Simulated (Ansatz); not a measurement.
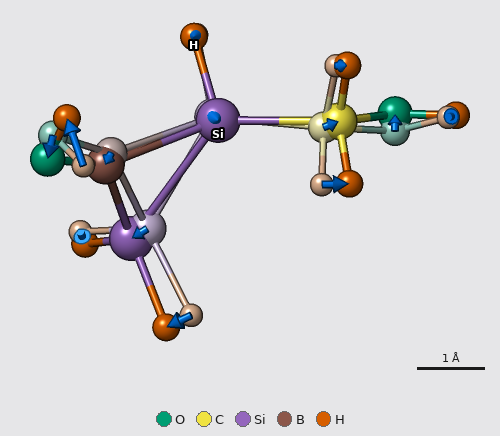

This is a relaxation of CH7BO2Si2. The starting structure is drawn faded, the final one solid; blue arrows show the displacements, at their true length. The two geometries are superimposed by the best rigid fit.

Style: ball-and-stick. Shown from a free direction.

The run prepares an end point of a later path (torsion) calculation, from a guessed geometry.

These are results of RKS PBE0-D4/def2-SVP (Ansatz 0.2.0), not measurements.

The input:
```yaml
crystal:
  periodic: [false, false, false]
  atoms:
    - { symbol: O, position_ang: [0.6021, -1.7761, 2.0388] }
    - { symbol: C, position_ang: [0.1651, -0.455, 1.607] }
    - { symbol: Si, position_ang: [0.77311, 0.84, 2.81685] }
    - { symbol: Si, position_ang: [2.51319, 1.71466, 2.431] }
    - { symbol: B, position_ang: [0.8099, 2.67581, 2.04489] }
    - { symbol: O, position_ang: [0.06644, 3.85653, 1.54994] }
    - { symbol: H, position_ang: [0.015, -2.3725, 1.5289] }
    - { symbol: H, position_ang: [0.50809, -0.18975, 0.62578] }
    - { symbol: H, position_ang: [-0.98808, -0.45731, 1.58074] }
    - { symbol: H, position_ang: [0.2696, 0.77384, 4.22896] }
    - { symbol: H, position_ang: [3.1641, 1.31466, 1.07536] }
    - { symbol: H, position_ang: [3.27325, 2.35303, 3.45977] }
    - { symbol: H, position_ang: [-0.07783, 3.69276, 0.55089] }
basis:
  gaussian: { orbitals: def2-SVP }
hamiltonian:
  xc: pbe0
  dispersion: d4
relax:
  f_tol: 0.015
  max_steps: 40
output:
  orbitals: {}
```

Launched with:
```bash
ansatz run input.yaml --threads 2 --pin off --max-ram 3072MiB --backend cpu --events-out ev --progress --plain --runs-dir out
```

Question: Describe the change and its energy.

Answer: The largest move after the best rigid fit is that of H13, 0.78 Å. Largest moves by element: H 0.78 Å, O 0.37 Å, Si 0.35 Å, C 0.25 Å, B 0.21 Å. Near-neighbour distances that change, for instance: Si3–Si4 1.985 → 2.323 Å, B5–O6 1.480 → 1.337 Å, Si4–H12 1.430 → 1.494 Å, Si4–H11 1.556 → 1.499 Å. Bond angles that change, for instance: B5–Si4–H12 112.2° → 131.3°, C2–Si3–B5 113.1° → 130.9°, C2–Si3–Si4 117.6° → 128.8°. Groups turn about B5–O6 by about 80°. Over 16 accepted moves (18 points after the start) the energy falls by 2.450 eV. Largest force component: 6.6 eV/Å at the start, 0.011 eV/Å at the end. The line search rejected the trial steps at points 7, 9 of the run. The forces were under the threshold at step 13, but the run went on from there. The run took 93 s on 2 threads of AMD EPYC 7R43 64-Core Processor (Zen 3), on a shared host, peak memory 0.32 GiB.
